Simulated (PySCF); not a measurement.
C₅H₁₅NOSi₂

```yaml
atoms:
  - { symbol: C, position_ang: [1.2462, -2.3334, -0.8101] }
  - { symbol: Si, position_ang: [1.0062, -0.4694, -1.0338] }
  - { symbol: O, position_ang: [2.2087, 0.3755, -0.3355] }
  - { symbol: Si, position_ang: [3.1887, 0.8499, 0.8553] }
  - { symbol: N, position_ang: [-0.4521, 0.0092, -0.2782] }
  - { symbol: C, position_ang: [-0.7049, 1.3753, 0.1599] }
  - { symbol: C, position_ang: [-2.2177, 1.4683, 0.3704] }
  - { symbol: C, position_ang: [-2.6159, 0.0168, 0.6241] }
  - { symbol: C, position_ang: [-1.6996, -0.7247, -0.3430] }
  - { symbol: H, position_ang: [1.1429, -2.6357, 0.2281] }
  - { symbol: H, position_ang: [2.2370, -2.6267, -1.1405] }
  - { symbol: H, position_ang: [0.5273, -2.8966, -1.3957] }
  - { symbol: H, position_ang: [1.1517, -0.0636, -2.4418] }
  - { symbol: H, position_ang: [3.5866, 2.2067, 0.4849] }
  - { symbol: H, position_ang: [2.4720, 0.8325, 2.1324] }
  - { symbol: H, position_ang: [4.3206, -0.0760, 0.8903] }
  - { symbol: H, position_ang: [-0.1634, 1.5564, 1.0952] }
  - { symbol: H, position_ang: [-0.3478, 2.1027, -0.5737] }
  - { symbol: H, position_ang: [-2.7024, 1.8287, -0.5381] }
  - { symbol: H, position_ang: [-2.4812, 2.1319, 1.1917] }
  - { symbol: H, position_ang: [-2.3797, -0.2652, 1.6506] }
  - { symbol: H, position_ang: [-3.6706, -0.1756, 0.4359] }
  - { symbol: H, position_ang: [-2.1244, -0.6994, -1.3575] }
  - { symbol: H, position_ang: [-1.5399, -1.7679, -0.0690] }
```

Geometry: GFN2-xTB.

The calculation used PBE0/pcSseg-1, SCF density, gas phase, non-relativistic (PySCF).

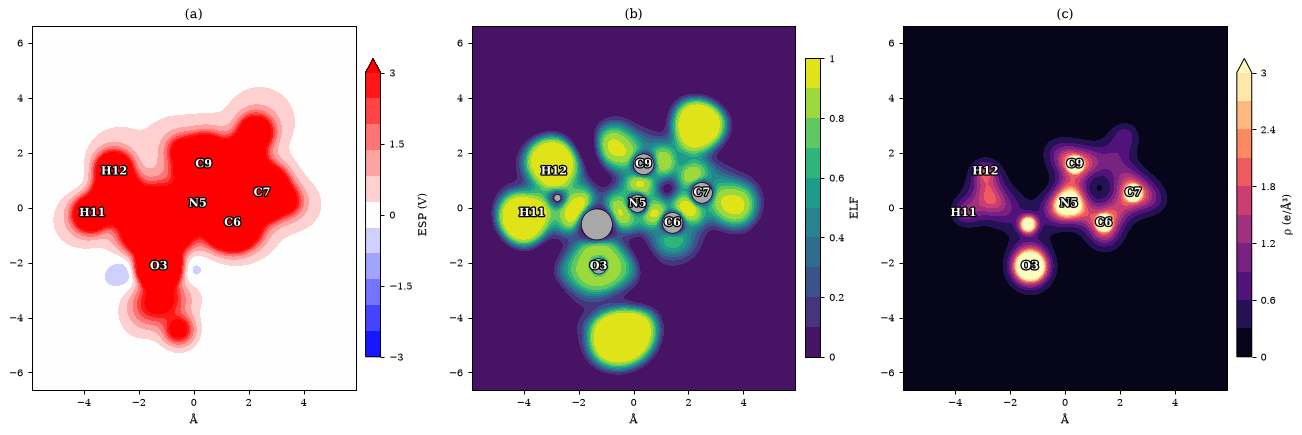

Figure 1. (a) molecular electrostatic potential; (b) electron localisation function; (c) electron density on the plane of atoms C6, N5 and C9. Grey discs cover the atomic cores in the ELF map.

Q: Interpret the plot.

A:
- The plane passes through O, N, C and H nuclei.
- C–N (1.45 Å): ρ is about 1.9 e/Å³ halfway; the ELF peaks at about 0.90 between the atoms, as expected for localised, covalent bonding.
- C–C (1.53 Å): ρ at the midpoint is about 1.6 e/Å³; the ELF peaks at about 0.95 between the atoms: a shared electron pair.
- The ELF also peaks beside O3, away from the bonds: lone-pair regions.
- Outside the dense part of the molecule the potential is most negative (−0.6 V) near O3.

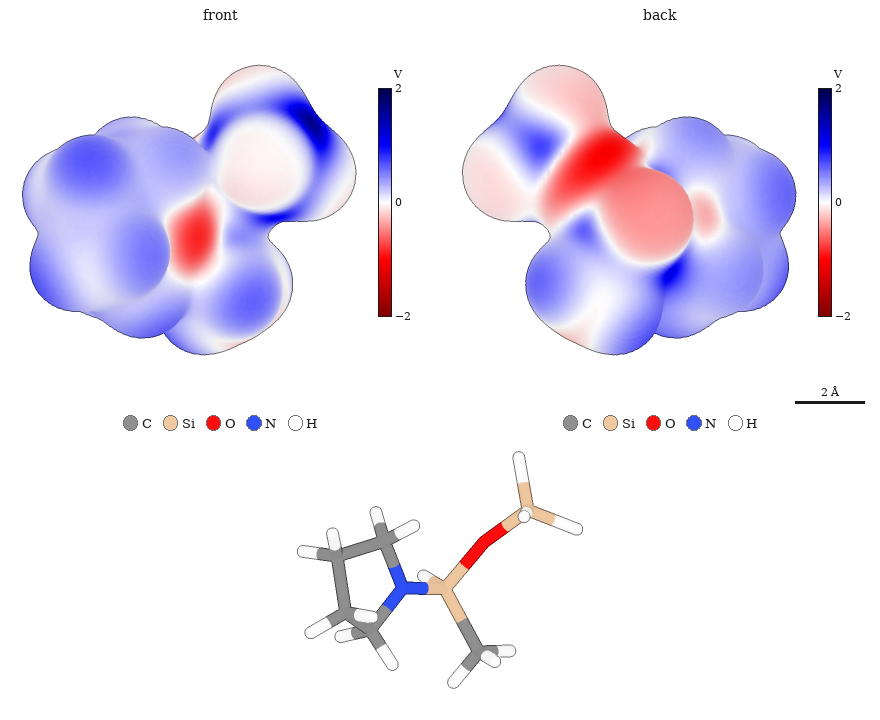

Figure 2. The molecular electrostatic potential painted on the density surface at 0.002 e/bohr³, seen from the front and from behind; the colour scale runs from red (negative) to blue (positive). The bare structure is drawn below in the same view.

Q: Where is the surface potential most negative and most positive?

A: The most negative region (about −0.9 V) lies over O3, the most positive (about +1.5 V) over Si4.

Q: What dipole moment does the calculation give?

A: Its dipole moment is 1.50 D.
